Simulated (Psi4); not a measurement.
## CH$_{2}$AlFS$_{3}$: interaction calculation (part 2 of 2)

CH$_{2}$AlFS$_{3}$, SMILES [F][AlH][SH].S=C=S; SCAN/cc-pVTZ, RKS, dispersion D3(0) (Psi4 1.11). The geometry comes from this level: GFN2-xTB.

Geometry of the input (Å):
```
F  0.5529  -2.5825  0.2746
Al 0.6611  -0.9861  -0.1239
S  1.7623  0.5399  1.0192
H  0.3239  -0.6230  -1.5660
H  1.9160  1.2250  -0.1100
S  -3.5733  3.1522  -0.1685
C  -3.6276  1.7001  0.3516
S  -3.7229  0.2299  0.8765
```

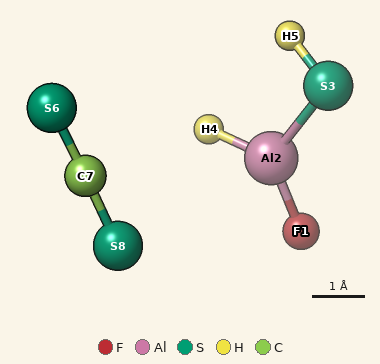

*The structure (ball-and-stick view, seen at a tilt; atoms are numbered from 1 in the order of the input). Sticks mark near contacts.*

The program's output, continued:
```
    -----------------------------------------------------------------------
                               Psi4 1.11 release

    h
    h
    h

    -----------------------------------------------------------------------

    Memory:     1.5 GiB
    Threads:    1
                ecpint, einsums, f̶o̶r̶t̶e̶, gauxc, gcp, g̶d̶m̶a̶, geometric, g̶p̶u̶_̶d̶f̶c̶c̶,
                i̶n̶t̶e̶g̶r̶a̶t̶o̶r̶x̶x̶, i̶p̶i̶, libefp, m̶d̶i̶, m̶p̶2̶d̶, m̶r̶c̶c̶, ooo,
                o̶p̶e̶n̶f̶e̶r̶m̶i̶o̶n̶p̶s̶i̶4̶, pcmsolver, p̶s̶i̶4̶f̶o̶c̶k̶c̶i̶, p̶s̶i̶x̶a̶s̶,
                p̶y̶e̶i̶n̶s̶u̶m̶s̶, r̶e̶s̶p̶, s̶i̶m̶i̶n̶t̶, s̶n̶s̶m̶p̶2̶,
                v̶2̶r̶d̶m̶_̶c̶a̶s̶s̶c̶f̶

  ==> Geometry <==

    Molecular point group: c1
    Full point group: C1

    Geometry (in Bohr), charge = 0, multiplicity = 1:

       Center              X                  Y                   Z               Mass
    ------------   -----------------  -----------------  -----------------  -----------------
         F            1.044810677504    -4.880312205301     0.518956588573    18.998403162730
         AL           1.249373530585    -1.863515624098    -0.234155964206    26.981538530000
         S            3.330264350894     1.020263135135     1.926103353373    31.972071174400
         H            0.612063394775    -1.177393862466    -2.959273317944     1.007825032230
         H            3.620734153638     2.314895606425    -0.207832079278     1.007825032230
      Gh(S)          -6.752482775053     5.956870281713    -0.318381057617    31.972071174400
      Gh(C)          -6.855227184495     3.212704488630     0.664484397495    12.000000000000
      Gh(S)          -7.035223597944     0.434466933504     1.656344948964    31.972071174400

  Running in c1 symmetry.

  Rotational constants: A =      0.05210  B =      0.01162  C =      0.01021 [cm^-1]
  Rotational constants: A =   1561.84441  B =    348.27650  C =    306.14931 [MHz]
  Nuclear repulsion =  129.122587470362333

  Charge       = 0
  Multiplicity = 1
  Electrons    = 40
  Nalpha       = 20
  Nbeta        = 20

  ==> Iterations <==

                           Total Energy        Delta E     RMS |[F,P]|

   @DF-RKS iter SAD:  -741.34649629390776   -7.41346e+02   0.00000e+00
   @DF-RKS iter   1:  -741.70723081532697   -3.60735e-01   2.84068e-03 ADIIS/DIIS
   @DF-RKS iter   2:  -741.48737037313470    2.19860e-01   4.77350e-03 ADIIS/DIIS
   @DF-RKS iter   3:  -741.84004948421841   -3.52679e-01   8.85014e-04 ADIIS/DIIS
   @DF-RKS iter   4:  -741.85458253221407   -1.45330e-02   1.44287e-04 ADIIS/DIIS
   @DF-RKS iter   5:  -741.85505664282141   -4.74111e-04   5.93985e-05 DIIS
   @DF-RKS iter   6:  -741.85516453876835   -1.07896e-04   2.18136e-05 DIIS
   @DF-RKS iter   7:  -741.85517934892255   -1.48102e-05   3.93515e-06 DIIS
   @DF-RKS iter   8:  -741.85517972528544   -3.76363e-07   9.58462e-07 DIIS
  Energy and wave function converged.

  ==> Post-Iterations <==

   Electrons on quadrature grid:
      Ntotal   =   40.0000292680 ; deviation = 2.927e-05

    Final Occupation by Irrep:
              A
    DOCC [    20 ]
    NA   [    20 ]
    NB   [    20 ]

  @DF-RKS Final Energy:  -741.85517972528544

   => Energetics <=

    Nuclear Repulsion Energy =            129.1225874703623333
    One-Electron Energy =               -1285.5207978096652823
    Two-Electron Energy =                 470.1992631199696007
    DFT Exchange-Correlation Energy =     -55.6561192218700711
    Empirical Dispersion Energy =          -0.0001132840820200
    VV10 Nonlocal Energy =                  0.0000000000000000
    Total Energy =                       -741.8551797252854385

Computation Completed

Properties will be evaluated at   0.000000,   0.000000,   0.000000 [a0]

Properties computed using the SCF density matrix

 Multipole Moments:

 ------------------------------------------------------------------------------------
     Multipole            Electronic (a.u.)      Nuclear  (a.u.)        Total (a.u.)
 ------------------------------------------------------------------------------------

 L = 1.  Multiply by 2.5417464519 to convert [e a0] to [Debye]
 Dipole X            :        -83.3839729           83.1621792           -0.2217937
 Dipole Y            :         51.1610948          -50.6868011            0.4742938
 Dipole Z            :        -29.5425783           29.2771300           -0.2654483
 Magnitude           :                                                    0.5870348

 ------------------------------------------------------------------------------------

	total time  =         16 seconds =       0.27 minutes

    Psi4 run time: 0:00:16.74

    -----------------------------------------------------------------------
                               Psi4 1.11 release

    h
    h
    h

    -----------------------------------------------------------------------

    Memory:     1.5 GiB
    Threads:    1
                ecpint, einsums, f̶o̶r̶t̶e̶, gauxc, gcp, g̶d̶m̶a̶, geometric, g̶p̶u̶_̶d̶f̶c̶c̶,
                i̶n̶t̶e̶g̶r̶a̶t̶o̶r̶x̶x̶, i̶p̶i̶, libefp, m̶d̶i̶, m̶p̶2̶d̶, m̶r̶c̶c̶, ooo,
                o̶p̶e̶n̶f̶e̶r̶m̶i̶o̶n̶p̶s̶i̶4̶, pcmsolver, p̶s̶i̶4̶f̶o̶c̶k̶c̶i̶, p̶s̶i̶x̶a̶s̶,
                p̶y̶e̶i̶n̶s̶u̶m̶s̶, r̶e̶s̶p̶, s̶i̶m̶i̶n̶t̶, s̶n̶s̶m̶p̶2̶,
                v̶2̶r̶d̶m̶_̶c̶a̶s̶s̶c̶f̶

  ==> Geometry <==

    Molecular point group: c1
    Full point group: C1

    Geometry (in Bohr), charge = 0, multiplicity = 1:

       Center              X                  Y                   Z               Mass
    ------------   -----------------  -----------------  -----------------  -----------------
         F            1.044810677504    -4.880312205301     0.518956588573    18.998403162730
         AL           1.249373530585    -1.863515624098    -0.234155964206    26.981538530000
         S            3.330264350894     1.020263135135     1.926103353373    31.972071174400
         H            0.612063394775    -1.177393862466    -2.959273317944     1.007825032230
         H            3.620734153638     2.314895606425    -0.207832079278     1.007825032230
         S           -6.752482775053     5.956870281713    -0.318381057617    31.972071174400
         C           -6.855227184495     3.212704488630     0.664484397495    12.000000000000
         S           -7.035223597944     0.434466933504     1.656344948964    31.972071174400

  Running in c1 symmetry.

  Rotational constants: A =      0.05210  B =      0.01162  C =      0.01021 [cm^-1]
  Rotational constants: A =   1561.84441  B =    348.27650  C =    306.14931 [MHz]
  Nuclear repulsion =  382.335664231716748

  Charge       = 0
  Multiplicity = 1
  Electrons    = 78
  Nalpha       = 39
  Nbeta        = 39

  ==> Iterations <==

                           Total Energy        Delta E     RMS |[F,P]|

   @DF-RKS iter SAD: -1575.78169200412026   -1.57578e+03   0.00000e+00
   @DF-RKS iter   1: -1576.10011247593570   -3.18420e-01   3.98520e-03 ADIIS/DIIS
   @DF-RKS iter   2: -1575.21775663983613    8.82356e-01   6.93436e-03 ADIIS/DIIS
   @DF-RKS iter   3: -1576.38396398865211   -1.16621e+00   1.50318e-03 ADIIS/DIIS
   @DF-RKS iter   4: -1576.43479671507953   -5.08327e-02   4.69988e-04 ADIIS/DIIS
   @DF-RKS iter   5: -1576.43755553052029   -2.75882e-03   3.29145e-04 ADIIS/DIIS
   @DF-RKS iter   6: -1576.43991380187276   -2.35827e-03   4.89446e-05 DIIS
   @DF-RKS iter   7: -1576.43997584242265   -6.20405e-05   1.64886e-05 DIIS
   @DF-RKS iter   8: -1576.43998233275101   -6.49033e-06   8.07621e-06 DIIS
   @DF-RKS iter   9: -1576.43998301751594   -6.84765e-07   6.78684e-06 DIIS
   @DF-RKS iter  10: -1576.43998481459562   -1.79708e-06   5.07402e-07 DIIS
   @DF-RKS iter  11: -1576.43998482258621   -7.99059e-09   1.29640e-07 DIIS
  Energy and wave function converged.

  ==> Post-Iterations <==

   Electrons on quadrature grid:
      Ntotal   =   78.0000294040 ; deviation = 2.940e-05

    Orbital Energies [Eh]
    ---------------------

    Doubly Occupied:

       1A    -88.585216     2A    -88.583823     3A    -88.544885
       4A    -55.765440     5A    -24.467966     6A    -10.159852
       7A     -7.916602     8A     -7.914463     9A     -7.876611
      10A     -5.859515    11A     -5.857687    12A     -5.855493
      13A     -5.855406    14A     -5.853230    15A     -5.853170
      16A     -5.820610    17A     -5.816093    18A     -5.813515
      19A     -4.106331    20A     -2.643870    21A     -2.637791
      22A     -2.636492    23A     -1.115278    24A     -0.835620
      25A     -0.745136    26A     -0.697855    27A     -0.489530
      28A     -0.433010    29A     -0.412808    30A     -0.395310
      31A     -0.375584    32A     -0.374975    33A     -0.374598
      34A     -0.371830    35A     -0.351342    36A     -0.287189
      37A     -0.267217    38A     -0.266121    39A     -0.259306

    Virtual:

      40A     -0.105750    41A     -0.103805    42A     -0.066336
      43A     -0.016470    44A     -0.000962    45A      0.020228
      46A      0.028262    47A      0.087008    48A      0.105673
      49A      0.122025    50A      0.137906    51A      0.141458
      52A      0.157052    53A      0.175607    54A      0.189436
      55A      0.198755    56A      0.212311    57A      0.230110
      58A      0.251418    59A      0.267009    60A      0.268005
      61A      0.274048    62A      0.275968    63A      0.284984
      64A      0.287654    65A      0.296824    66A      0.305946
      67A      0.321435    68A      0.328892    69A      0.332980
      70A      0.339055    71A      0.373423    72A      0.384586
      73A      0.385194    74A      0.389158    75A      0.419461
      76A      0.427516    77A      0.429172    78A      0.443528
      79A      0.480917    80A      0.490344    81A      0.523701
      82A      0.563099    83A      0.586141    84A      0.629121
      85A      0.634685    86A      0.637225    87A      0.660280
      88A      0.690975    89A      0.697687    90A      0.717446
      91A      0.725640    92A      0.731872    93A      0.738630
      94A      0.763777    95A      0.765732    96A      0.793888
      97A      0.839579    98A      0.856730    99A      0.862331
     100A      0.878502   101A      0.895238   102A      0.933730
     103A      0.952018   104A      0.980653   105A      0.981733
     106A      0.992348   107A      1.006386   108A      1.047475
     109A      1.123768   110A      1.125280   111A      1.136751
     112A      1.153117   113A      1.285290   114A      1.295251
     115A      1.322833   116A      1.480033   117A      1.530926
     118A      1.531753   119A      1.536306   120A      1.545844
     121A      1.555807   122A      1.587632   123A      1.587719
     124A      1.599397   125A      1.607136   126A      1.608833
     127A      1.614871   128A      1.615166   129A      1.628594
     130A      1.634668   131A      1.643602   132A      1.644701
     133A      1.646970   134A      1.654733   135A      1.656230
     136A      1.657669   137A      1.719288   138A      1.758055
     139A      1.814025   140A      1.833025   141A      1.875111
     142A      1.888341   143A      1.888715   144A      1.891285
     145A      1.910831   146A      1.917979   147A      1.923746
     148A      1.925723   149A      1.927332   150A      1.946593
     151A      1.958563   152A      1.970134   153A      1.975163
     154A      1.999398   155A      2.014024   156A      2.028870
     157A      2.039221   158A      2.104020   159A      2.154966
     160A      2.230552   161A      2.251164   162A      2.329061
     163A      2.330111   164A      2.401256   165A      2.425199
     166A      2.482477   167A      2.535779   168A      2.665806
     169A      2.677668   170A      2.730941   171A      2.730994
     172A      2.759202   173A      2.759553   174A      2.824297
     175A      2.830161   176A      2.875108   177A      3.001201
     178A      3.002911   179A      3.022418   180A      3.126161
     181A      3.126942   182A      3.206085   183A      3.252925
     184A      3.255904   185A      3.358619   186A      3.393147
     187A      3.416165   188A      3.471603   189A      3.518025
     190A      3.636021   191A      3.705807   192A      3.727633
     193A      3.771688   194A      3.799646   195A      3.877207
     196A      3.908074   197A      3.909796   198A      4.014622
     199A      4.018853   200A      4.126220   201A      4.165836
     202A      4.251054   203A      4.266256   204A      4.449091
     205A      4.607532   206A      4.728420   207A      4.812012
     208A      5.043776   209A      5.582083   210A      5.670718
     211A      7.016653   212A      7.020545   213A      7.021586
     214A      7.024431   215A      7.027401   216A      7.040228
     217A      7.041406   218A      8.420228   219A      8.439886
     220A      8.471495   221A      8.641418   222A      8.694927
     223A      8.754432   224A     11.298217

    Final Occupation by Irrep:
              A
    DOCC [    39 ]
    NA   [    39 ]
    NB   [    39 ]

  @DF-RKS Final Energy: -1576.43998482258621

   => Energetics <=

    Nuclear Repulsion Energy =            382.3356642317167484
    One-Electron Energy =               -2940.9090211297252608
    Two-Electron Energy =                1094.5662090303703735
    DFT Exchange-Correlation Energy =    -112.4322220050542711
    Empirical Dispersion Energy =          -0.0006149498938847
    VV10 Nonlocal Energy =                  0.0000000000000000
    Total Energy =                      -1576.4399848225862115

Computation Completed

Properties will be evaluated at   0.000000,   0.000000,   0.000000 [a0]

Properties computed using the SCF density matrix

 Multipole Moments:

 ------------------------------------------------------------------------------------
     Multipole            Electronic (a.u.)      Nuclear  (a.u.)        Total (a.u.)
 ------------------------------------------------------------------------------------

 L = 1.  Multiply by 2.5417464519 to convert [e a0] to [Debye]
 Dipole X            :        178.2745950         -178.5724859           -0.2978909
 Dipole Y            :        -70.2403239           70.8508213            0.6104974
 Dipole Z            :        -54.9623782           54.6714587           -0.2909195
 Magnitude           :                                                    0.7389724

 ------------------------------------------------------------------------------------

	total time  =         22 seconds =       0.37 minutes

    Psi4 run time: 0:00:21.17

  //>>>>>>>>>>>>>>>>>>>>>>>>>>>>>>>>>>>//
  //          ManyBody Results         //
  //<<<<<<<<<<<<<<<<<<<<<<<<<<<<<<<<<<<//

   ==> N-Body: Counterpoise Corrected (CP) energies <==

              MC n-Body  Total Energy            Interaction Energy                          N-body Contribution to Interaction Energy
                         [Eh]                    [Eh]                  [kcal/mol]            [Eh]                  [kcal/mol]
              §A  1        N/A                   0.000000000000        0.000000000000        0.000000000000        0.000000000000
     FULL/RTN §A  2        N/A                  -0.001422022447       -0.892332557454       -0.001422022447       -0.892332557454

   MC Legend: §A: "(auto)"

    Psi4 run time: 0:00:56.11

[set-up sections that repeat, and orbital energies of the middle runs, are left out above]
```

Results in brief:

```json
{"quantity": "outcome", "value": "converged"}
{"quantity": "basis functions", "value": "224"}
{"quantity": "wall time", "value": "57 s"}
{"quantity": "peak memory", "value": "1.4 GiB"}
```
